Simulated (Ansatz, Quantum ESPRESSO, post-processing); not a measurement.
# Gate doping of 2H-MoTe2, 1 layer, part 4 of 7

Wanted: induced charge and band edges of 2H-MoTe2, 1 layer beside a charged plate.

Quantum ESPRESSO 7.5; plane-wave DFT, PBE, PseudoDojo fully relativistic norm-conserving pseudopotentials; geometry by Ansatz 0.2.0 with PAW datasets.

So far. Step 3 (Ground state: neutral sheet, no gate): The run needed 17 iterations to bring the estimated error under 1e-07 Ry. Step 6 (Band structure: neutral sheet, no gate): Along this path the valence top lies at K and the conduction bottom at K.

## Step 7: Self-consistent run: charge -0.0218 e against a gate

gate = .true. adds a charged plate at zgate that balances tot_charge; a barrier (block_1 to block_2, block_height) keeps the electrons off it, and dipfield leaves the far side free of field. Negative tot_charge adds electrons. The total energies that the log prints beside a gate are not used here.

Contents of g1.in:

```
&control
  prefix = 'g1'
  outdir = './out'
  pseudo_dir = './pseudo'
  calculation = 'scf'
  tprnfor = .true.
  tefield = .true.
  dipfield = .true.
  gate = .true.
/
&system
  ibrav = 0
  nat = 3
  ntyp = 2
  ecutwfc = 72
  ecutrho = 288
  occupations = 'smearing'
  smearing = 'fd'
  degauss = 0.002
  edir = 3
  emaxpos = 0.213032
  eopreg = 0.01
  eamp = 0.0
  zgate = 0.225032
  block = .true.
  block_1 = 0.147435
  block_2 = 0.302629
  block_height = 2.0
  tot_charge = -0.0218
  nbnd = 58
  noncolin = .true.
  lspinorb = .true.
/
&electrons
  conv_thr = 1e-07
  mixing_beta = 0.4
  electron_maxstep = 120
  mixing_mode = 'local-TF'
  startingpot = 'file'
/
ATOMIC_SPECIES
  Te  127.6000  Te.dojo-fr-pbe-0.4-standard.upf
  Mo  95.9500  Mo.dojo-fr-pbe-0.4-standard.upf
CELL_PARAMETERS angstrom
  3.55494921264795 0.00000000000000 -0.00000000000000
  -1.77747460632398 3.07867632731662 0.00000000000000
  -0.00000000000000 -0.00000000000000 25.77410263060000
ATOMIC_POSITIONS crystal
  Te  0.333333333333 0.666666666667 0.429852891555
  Mo  0.000000000000 -0.000000000000 0.499999994385
  Te  0.333333333333 0.666666666667 0.570147114060
K_POINTS automatic
  12 12 1 0 0 0
```

The run is started by

```sh
$ cp -r out/g0.save out/g1.save
$ OMP_NUM_THREADS=1 mpirun -n 8 pw.x -nk 8 -in g1.in > g1.out
```

The log of the run:

```text
[banner, memory and clock lines left out]
Program PWSCF v.7.5 starts
[citation notice left out]

[...]
Message from routine setup:
[...]
bravais-lattice index     =            0
     lattice parameter (alat)  =       6.7179  a.u.
     unit-cell volume          =    1903.6083 (a.u.)^3
     number of atoms/cell      =            3
     number of atomic types    =            2
     number of electrons       =        46.02
     number of Kohn-Sham states=           58
     kinetic-energy cutoff     =      72.0000  Ry
     charge density cutoff     =     288.0000  Ry
     scf convergence threshold =      1.0E-07
     mixing beta               =       0.4000
     number of iterations used =            8  local-TF  mixing
     Exchange-correlation= PBE
                           (   1   4   3   4   0   0   0)
     Non magnetic calculation with spin-orbit

[...]
PseudoPot. # 1 for Te read from file:
     ./pseudo/Te.dojo-fr-pbe-0.4-standard.upf
     Pseudo is Norm-conserving + core correction, Zval = 16.0
     Generated using ONCVPSP code by D. R. Hamann
     Using radial grid of 1324 points, 10 beta functions with:
                l(1) =   0
                l(2) =   0
                l(3) =   1
                l(4) =   1
                l(5) =   1
                l(6) =   1
                l(7) =   2
                l(8) =   2
                l(9) =   2
               l(10) =   2

     PseudoPot. # 2 for Mo read from file:
     ./pseudo/Mo.dojo-fr-pbe-0.4-standard.upf
     Pseudo is Norm-conserving + core correction, Zval = 14.0
     Generated using ONCVPSP code by D. R. Hamann
     Using radial grid of 1640 points, 10 beta functions with:
                l(1) =   0
                l(2) =   0
                l(3) =   1
                l(4) =   1
                l(5) =   1
                l(6) =   1
                l(7) =   2
                l(8) =   2
                l(9) =   2
               l(10) =   2

     atomic species   valence    mass     pseudopotential
     Te               16.00   127.60000     Te( 1.00)
     Mo               14.00    95.95000     Mo( 1.00)

      6 Sym. Ops. (no inversion) found

                                    s                        frac. trans.

      isym =  1     identity

 cryst.   s( 1) = (     1          0          0      )
                  (     0          1          0      )
                  (     0          0          1      )

 cart.    s( 1) = (  1.0000000  0.0000000  0.0000000 )
                  (  0.0000000  1.0000000  0.0000000 )
                  (  0.0000000  0.0000000  1.0000000 )

      isym =  2     120 deg rotation - cryst. axis [0,0,1]

 cryst.   s( 2) = (     0          1          0      )
                  (    -1         -1          0      )
                  (     0          0          1      )

 cart.    s( 2) = ( -0.5000000 -0.8660254  0.0000000 )
                  (  0.8660254 -0.5000000  0.0000000 )
                  (  0.0000000  0.0000000  1.0000000 )

      isym =  3     120 deg rotation - cryst. axis [0,0,-1]

 cryst.   s( 3) = (    -1         -1          0      )
                  (     1          0          0      )
                  (     0          0          1      )

 cart.    s( 3) = ( -0.5000000  0.8660254  0.0000000 )
                  ( -0.8660254 -0.5000000  0.0000000 )
                  (  0.0000000  0.0000000  1.0000000 )

      isym =  4     inv. 180 deg rotation - cart. axis [1,0,0]

 cryst.   s( 4) = (    -1          0          0      )
                  (     1          1          0      )
                  (     0          0          1      )

 cart.    s( 4) = ( -1.0000000 -0.0000000  0.0000000 )
                  (  0.0000000  1.0000000  0.0000000 )
                  (  0.0000000  0.0000000  1.0000000 )

      isym =  5     inv. 180 deg rotation - cryst. axis [0,1,0]

 cryst.   s( 5) = (     1          1          0      )
                  (     0         -1          0      )
                  (     0          0          1      )

 cart.    s( 5) = (  0.5000000  0.8660254  0.0000000 )
                  (  0.8660254 -0.5000000  0.0000000 )
                  (  0.0000000  0.0000000  1.0000000 )

      isym =  6     inv. 180 deg rotation - cryst. axis [1,1,0]

 cryst.   s( 6) = (     0         -1          0      )
                  (    -1          0          0      )
                  (     0          0          1      )

 cart.    s( 6) = (  0.5000000 -0.8660254  0.0000000 )
                  ( -0.8660254 -0.5000000  0.0000000 )
                  (  0.0000000  0.0000000  1.0000000 )

[...]
number of k points=    19  Fermi-Dirac smearing, width (Ry)=  0.0020
[...]
Dense  grid:   156743 G-vectors     FFT dimensions: (  40,  40, 270)

     Dynamical RAM for                 wfc:      34.76 MB

     Dynamical RAM for     wfc (w. buffer):     139.05 MB

     Dynamical RAM for           str. fact:       4.78 MB

     Dynamical RAM for           local pot:       0.00 MB

     Dynamical RAM for          nlocal pot:      30.57 MB

     Dynamical RAM for                qrad:       7.14 MB

     Dynamical RAM for          rho,v,vnew:      68.25 MB

     Dynamical RAM for               rhoin:      22.75 MB

     Dynamical RAM for            rho*nmix:     153.07 MB

     Dynamical RAM for           G-vectors:      10.16 MB

     Dynamical RAM for          h,s,v(r/c):       0.62 MB

     Dynamical RAM for          <psi|beta>:       0.18 MB

     Dynamical RAM for                 psi:      69.52 MB

     Dynamical RAM for                hpsi:      69.52 MB

     Dynamical RAM for      wfcinit/wfcrot:      52.22 MB

     Adding charged plate to compensate the charge of the system - add_gatefield
     see PRB 89, 245406 (2014), works only for 2D systems perpendicular to z
                                i.e. 3rd lattice vector is (0,0,c)

        prefactor of the potential in [Ha a.u.]:    -0.003505
               position of the gate within cell:     0.22503
         ion-gate + gate-gate contribution to the total energy:    -3.075771
                         gate-gate contribution:     0.000620

        Adding potential to prevent charge spilling into region of the gate
        Potential is linearly increased and decreased within the first/last eopreg of block_size
        block_size =  0.15519 in units of unit cell length
        block_height =  2.00000 in Ry

     The initial density is read from file :
     ./out/g1.save/charge-density

[...]
negative rho (up, down):  2.725E-04 0.000E+00

[...]
Dipole               -0.1756 Ry au,         -0.4464 Debye
[...]
total energy              =    -562.46334798 Ry
     estimated scf accuracy    <       0.00000265 Ry

     iteration # 11     ecut=    72.00 Ry     beta= 0.40
[...]
---- Real-time Memory Report at c_bands before calling an iterative solver
           683 MiB given to the printing process from OS
           688 MiB allocation reported by mallinfo(arena+hblkhd)
[...]
------------------
[...]
negative rho (up, down):  1.851E-04 0.000E+00

[...]
Dipole               -0.1765 Ry au,         -0.4486 Debye
[...]
total energy              =    -562.46334707 Ry
     estimated scf accuracy    <       0.00000090 Ry

     iteration # 12     ecut=    72.00 Ry     beta= 0.40
[...]
---- Real-time Memory Report at c_bands before calling an iterative solver
           683 MiB given to the printing process from OS
           688 MiB allocation reported by mallinfo(arena+hblkhd)
[...]
------------------
[...]
negative rho (up, down):  2.910E-05 0.000E+00

[...]
Dipole               -0.1771 Ry au,         -0.4501 Debye
[...]
total energy              =    -562.46334654 Ry
     estimated scf accuracy    <       0.00000044 Ry

     iteration # 13     ecut=    72.00 Ry     beta= 0.40
[...]
---- Real-time Memory Report at c_bands before calling an iterative solver
           683 MiB given to the printing process from OS
           688 MiB allocation reported by mallinfo(arena+hblkhd)
[...]
------------------
[...]
Dipole               -0.1769 Ry au,         -0.4497 Debye
[...]
End of self-consistent calculation

          k = 0.0000 0.0000 0.0000 ( 19553 PWs)   bands (ev):

   -60.7490 -60.7490 -37.4522 -37.4522 -37.4299 -37.4299 -37.4034 -37.4034
   -37.3786 -37.3786 -36.5613 -36.5613 -35.9934 -35.9934 -35.9687 -35.9687
   -35.9581 -35.9581 -35.9320 -35.9320 -35.9281 -35.9281 -35.9010 -35.9010
   -34.0802 -34.0802 -33.9990 -33.9990 -12.6295 -12.6295 -11.6936 -11.6936
    -5.0339  -5.0339  -2.0554  -2.0554  -1.7018  -1.7018  -1.5924  -1.5924
    -1.1335  -1.1335  -0.8288  -0.8288  -0.4905  -0.4905   2.6113   2.6113
     2.9127   2.9127   3.2596   3.2596   3.5117   3.5117   4.2244   4.2245
     4.9290   4.9291

     occupation numbers
     1.0000   1.0000   1.0000   1.0000   1.0000   1.0000   1.0000   1.0000
     1.0000   1.0000   1.0000   1.0000   1.0000   1.0000   1.0000   1.0000
     1.0000   1.0000   1.0000   1.0000   1.0000   1.0000   1.0000   1.0000
     1.0000   1.0000   1.0000   1.0000   1.0000   1.0000   1.0000   1.0000
     1.0000   1.0000   1.0000   1.0000   1.0000   1.0000   1.0000   1.0000
     1.0000   1.0000   1.0000   1.0000   1.0000   1.0000   0.0000   0.0000
     0.0000   0.0000   0.0000   0.0000   0.0000   0.0000   0.0000   0.0000
     0.0000   0.0000

          k = 0.0000 0.0962 0.0000 ( 19533 PWs)   bands (ev):

   -60.7485 -60.7485 -37.4519 -37.4519 -37.4296 -37.4296 -37.4033 -37.4031
   -37.3787 -37.3785 -36.5653 -36.5649 -35.9959 -35.9904 -35.9722 -35.9671
   -35.9568 -35.9562 -35.9328 -35.9326 -35.9287 -35.9229 -35.9031 -35.8976
   -34.0799 -34.0799 -34.0044 -34.0044 -12.5363 -12.5361 -11.6288 -11.6286
    -4.9323  -4.9316  -2.1931  -2.1921  -1.8605  -1.8603  -1.6202  -1.6199
    -1.1765  -1.1728  -0.8340  -0.8286  -0.5032  -0.4929   2.4205   2.4263
     2.5532   2.5559   3.1166   3.1185   3.1657   3.1665   4.3626   4.3930
     5.0522   5.0556

     occupation numbers
     1.0000   1.0000   1.0000   1.0000   1.0000   1.0000   1.0000   1.0000
     1.0000   1.0000   1.0000   1.0000   1.0000   1.0000   1.0000   1.0000
     1.0000   1.0000   1.0000   1.0000   1.0000   1.0000   1.0000   1.0000
     1.0000   1.0000   1.0000   1.0000   1.0000   1.0000   1.0000   1.0000
     1.0000   1.0000   1.0000   1.0000   1.0000   1.0000   1.0000   1.0000
     1.0000   1.0000   1.0000   1.0000   1.0000   1.0000   0.0000   0.0000
     0.0000   0.0000   0.0000   0.0000   0.0000   0.0000   0.0000   0.0000
     0.0000   0.0000

[...]
the Fermi energy is     1.0311 ev

!    total energy              =    -562.46334661 Ry
     estimated scf accuracy    <       0.00000002 Ry
     smearing contrib. (-TS)   =      -0.00005412 Ry
     internal energy E=F+TS    =    -562.46329249 Ry

     The total energy is F=E-TS. E is the sum of the following terms:
     one-electron contribution =   -3613.80559351 Ry
     hartree contribution      =    1806.40764830 Ry
     xc contribution           =    -119.13157126 Ry
     ewald contribution        =    1367.14178857 Ry
     electric field correction =       0.00020667 Ry
     gate field correction     =      -3.07577126 Ry

     convergence has been achieved in  13 iterations

     Forces acting on atoms (cartesian axes, Ry/au):

     atom    1 type  1   force =     0.00000000    0.00000000   -0.00110348
     atom    2 type  2   force =     0.00000000    0.00000000   -0.00116911
     atom    3 type  1   force =     0.00000000    0.00000000    0.00227259
     The non-local contrib.  to forces
     atom    1 type  1   force =     0.00000000    0.00000000    0.52913082
     atom    2 type  2   force =     0.00000000   -0.00000000    0.00272953
     atom    3 type  1   force =     0.00000000    0.00000000   -0.54618949
     The ionic contribution  to forces
     atom    1 type  1   force =     0.00000000   -0.00000000 -116.61767890
     atom    2 type  2   force =    -0.00000000    0.00000000   -0.00000152
     atom    3 type  1   force =     0.00000000   -0.00000000  116.61768042
     The local contribution  to forces
     atom    1 type  1   force =     0.00000000   -0.00000000  116.00169101
     atom    2 type  2   force =     0.00000000   -0.00000000   -0.08030987
     atom    3 type  1   force =     0.00000000   -0.00000000 -116.15937927
     The core correction contribution to forces
     atom    1 type  1   force =     0.00000000   -0.00000000   -0.01775267
     atom    2 type  2   force =     0.00000000    0.00000000   -0.00014430
     atom    3 type  1   force =     0.00000000   -0.00000000    0.01797970
     The Hubbard contrib.    to forces
     atom    1 type  1   force =     0.00000000    0.00000000    0.00000000
     atom    2 type  2   force =     0.00000000    0.00000000    0.00000000
     atom    3 type  1   force =     0.00000000    0.00000000    0.00000000
     The SCF correction term to forces
     atom    1 type  1   force =     0.00000000    0.00000000    0.00029272
     atom    2 type  2   force =    -0.00000000   -0.00000000    0.00005857
     atom    3 type  1   force =    -0.00000000   -0.00000000    0.00043509

     Gate contribution to forces:
     atom    1 type  1   force =     0.00000000    0.00000000    0.06620744
     atom    2 type  2   force =     0.00000000    0.00000000    0.04416452
     atom    3 type  1   force =     0.00000000    0.00000000    0.03474003

     Total force =     0.002784     Total SCF correction =     0.000528
     SCF correction compared to forces is large: reduce conv_thr to get better values

[...]
```

It took 7.6 min on 8 MPI ranks of Arm Neoverse N1, shared host; peak memory 3.9 GiB; 60 min of CPU time.

Read from the output:

| Item | Value |
| --- | --- |
| Fermi energy | 1.031 eV |

The run needed 13 iterations to bring the estimated error under 1e-07 Ry.

## Step 8: Density by pp.x

Contents of g1.rho.in:

```
&inputpp
  prefix = 'g1'
  outdir = './out'
  filplot = 'g1.rho.dat'
  plot_num = 0
/
```

The run is started by

```sh
$ OMP_NUM_THREADS=1 mpirun -n 8 pp.x -in g1.rho.in > g1.rho.out
```

It took 1.3 s on 8 MPI ranks; peak memory 0.13 GiB.

Read from the output:

| Property | Result |
| --- | --- |
| electrons by integration | 46.02 e |

The density integrates to 46.022 electrons, as the 46.02 of the input ask.

## Step 9: Potential by pp.x

The potential should show the barrier, the kink at the plate, the step of the dipole correction and a flat far side.

Contents of g1.pot.in:

```
&inputpp
  prefix = 'g1'
  outdir = './out'
  filplot = 'g1.pot.dat'
  plot_num = 11
/
```

The run is started by

```sh
$ OMP_NUM_THREADS=1 mpirun -n 8 pp.x -in g1.pot.in > g1.pot.out
```

The log of the run:

```text
[banner, memory and clock lines left out]
Program POST-PROC v.7.5 starts
[citation notice left out]

[...]
./out/g1.save/

[...]
Calling punch_plot, plot_num =  11

     Adding external electric field

     Computed dipole along edir(3) :
        Dipole               -0.1769 Ry au,         -0.4497 Debye
        Dipole field         -0.0012 Ry au,

        Potential amp.        0.1126 Ry
        Total length         48.2189 bohr

     Writing data to file  g1.pot.dat
     Message from routine chdens:
     namelist plot not found or invalid, exiting
```

The job ended after 1.3 s (8 MPI ranks; peak memory 0.13 GiB; 9 s of CPU time).

The potential energy, planar mean oscillates, so the rows of the table below give means over windows of 2 Å about each position, cut where the curve ends. Its maxima inside the range that stand out by 2 % of the span (Å: eV): 5.4: 31.0, 12.0: -5.16, 13.7: -5.15. Its minima: 11.1: -16.4, 12.9: -25.7, 14.7: -16.4.

Electrostatic potential energy of an electron, with the sawtooth; zero at the Fermi level. The potential energy, planar mean by z; means over each step:

| z (Å) | potential energy, planar mean (eV) |
| --- | --- |
| 0 | 3.76 |
| 2 | 3.76 |
| 4 | 18.3 |
| 6 | 30.0 |
| 8 | 12.2 |
| 10 | -2.61 |
| 12 | -13.3 |
| 14 | -12.2 |
| 16 | -0.395 |
| 18 | 3.74 |
| 20 | 3.76 |
| 22 | 3.76 |
| 24 | 3.76 |

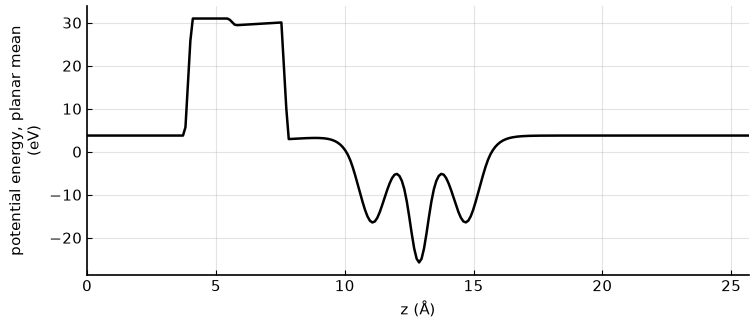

Potential energy, planar mean against z.

## Step 10: Induced charge

The planar mean oscillates, so the rows of the table below give means over windows of 2 Å about each position, cut where the curve ends. Its maxima inside the range that stand out by 2 % of the span (Å: e/Å³): 9.9: 0.00148, 12.9: 6.8e-4, 13.7: 7.4e-5. Its minima: 7.7: -1.2e-4, 12.5: -2.7e-4, 13.3: -1.6e-4.

The planar mean by z; means over each step:

| z (Å) | planar mean (e/Å³) |
| --- | --- |
| 4 | -3.6e-8 |
| 6 | -6.4e-6 |
| 8 | 1.3e-5 |
| 10 | 9.1e-4 |
| 12 | 8.2e-5 |
| 14 | 2.0e-7 |
| 16 | -4.9e-6 |
| 18 | -4.2e-7 |
| 20 | -9.5e-9 |

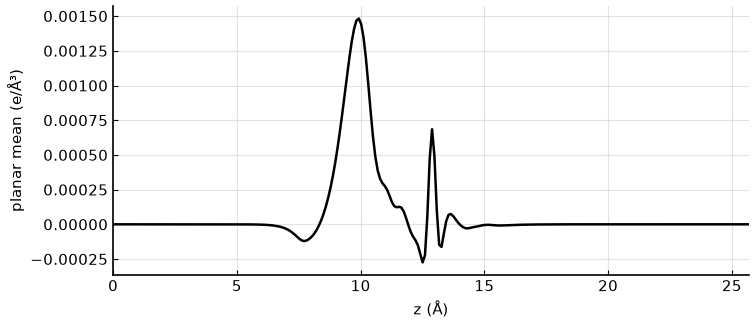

Planar mean, plotted against z.

Running integral, electrons below z against z:

| z (Å) | running integral, electrons below z (e/Å²) |
| --- | --- |
| 4 | -6.4e-9 |
| 6 | -1.1e-6 |
| 8 | -1.0e-4 |
| 10 | 0.00117 |
| 12 | 0.00196 |
| 14 | 0.00202 |
| 16 | 0.00200 |
| 18 | 0.00199 |
| 20 | 0.00199 |
| 22 | 0.00199 |
| 24 | 0.00199 |

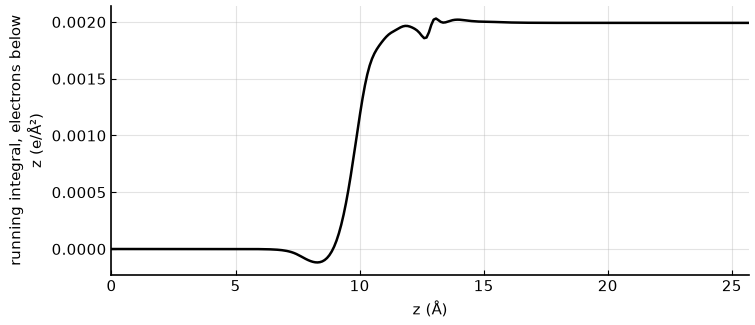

Running integral, electrons below z, plotted against z.

## Step 11: SCF with pw.x: charge -0.0655 e against a gate

g2.in is the input of step 7 with these lines changed:

```diff
@@ -1,3 +1,3 @@
 &control
-  prefix = 'g1'
+  prefix = 'g2'
   outdir = './out'
@@ -28,3 +28,3 @@
   block_height = 2.0
-  tot_charge = -0.0218
+  tot_charge = -0.0655
   nbnd = 58
```

The run is started by

```sh
$ cp -r out/g1.save out/g2.save
$ OMP_NUM_THREADS=1 mpirun -n 8 pw.x -nk 8 -in g2.in > g2.out
```

The log of the run:

```text
[banner, memory and clock lines left out]
Program PWSCF v.7.5 starts
[...]
Message from routine setup:
[...]
number of electrons       =        46.07
     number of Kohn-Sham states=           58
     kinetic-energy cutoff     =      72.0000  Ry
     charge density cutoff     =     288.0000  Ry
[...]
number of k points=    19  Fermi-Dirac smearing, width (Ry)=  0.0020
[...]
Dense  grid:   156743 G-vectors     FFT dimensions: (  40,  40, 270)
[...]
The initial density is read from file :
[...]
Starting wfcs are   56 randomized atomic wfcs +    2 random wfcs
[...]
negative rho (up, down):  1.683E-03 0.000E+00
[...]
estimated scf accuracy    <       0.25051324 Ry
[...]
negative rho (up, down):  7.782E-03 0.000E+00
[...]
estimated scf accuracy    <       0.13562277 Ry
[...]
negative rho (up, down):  8.819E-03 0.000E+00
[...]
estimated scf accuracy    <       0.00698871 Ry
[...]
negative rho (up, down):  7.896E-03 0.000E+00
[...]
estimated scf accuracy    <       0.00092065 Ry
[...]
negative rho (up, down):  7.372E-03 0.000E+00
[...]
estimated scf accuracy    <       0.00038525 Ry
[...]
negative rho (up, down):  4.486E-03 0.000E+00
[...]
estimated scf accuracy    <       0.00023501 Ry
[...]
negative rho (up, down):  4.189E-03 0.000E+00
[...]
estimated scf accuracy    <       0.00011011 Ry
[...]
negative rho (up, down):  2.493E-03 0.000E+00
[...]
estimated scf accuracy    <       0.00007855 Ry
[...]
negative rho (up, down):  2.067E-03 0.000E+00
[...]
estimated scf accuracy    <       0.00006544 Ry
[...]
negative rho (up, down):  1.144E-03 0.000E+00
[...]
estimated scf accuracy    <       0.00002871 Ry
[...]
negative rho (up, down):  7.193E-04 0.000E+00
[...]
estimated scf accuracy    <       0.00001110 Ry
[...]
negative rho (up, down):  1.276E-04 0.000E+00
[...]
Total length         48.2189 bohr
[...]
estimated scf accuracy    <       0.00000147 Ry
[...]
Computed dipole along edir(3) :
[...]
Dipole               -0.5020 Ry au,         -1.2759 Debye
        Dipole field         -0.0033 Ry au,
        Potential amp.        0.3196 Ry
        Total length         48.2189 bohr
[...]
the Fermi energy is     1.3451 ev
!    total energy              =    -567.70741065 Ry
     estimated scf accuracy    <       0.00000009 Ry
     smearing contrib. (-TS)   =      -0.00026271 Ry
     internal energy E=F+TS    =    -567.70714794 Ry
[...]
one-electron contribution =   -3614.83335169 Ry
     hartree contribution      =    1808.36953414 Ry
     xc contribution           =    -119.15283029 Ry
     ewald contribution        =    1367.14178857 Ry
     electric field correction =       0.00166334 Ry
     gate field correction     =      -9.23395199 Ry
     convergence has been achieved in  13 iterations
[...]
Total force =     0.004280     Total SCF correction =     0.001633
[...]
```

The job ended after 7.5 min (8 MPI ranks; peak memory 3.9 GiB).

This step gave:

* Fermi energy: 1.345 eV

(Part 4 of 7 ends here.)

[Logs are printed without paths, hosts, clocks, repeated set-up lines and the standing remarks that a program may print on its own settings, such as how far it seeks lower states.]

[Hosts, paths, dates, database ids (printed as entryN), source tags and the programs' standing remarks are cut or masked in the printed files.]

[Maps of the electrostatic potential energy from Ansatz leave out the sawtooth potential of an applied field or a dipole correction, so their vacuum need not be flat; planar profiles and work functions include it.]
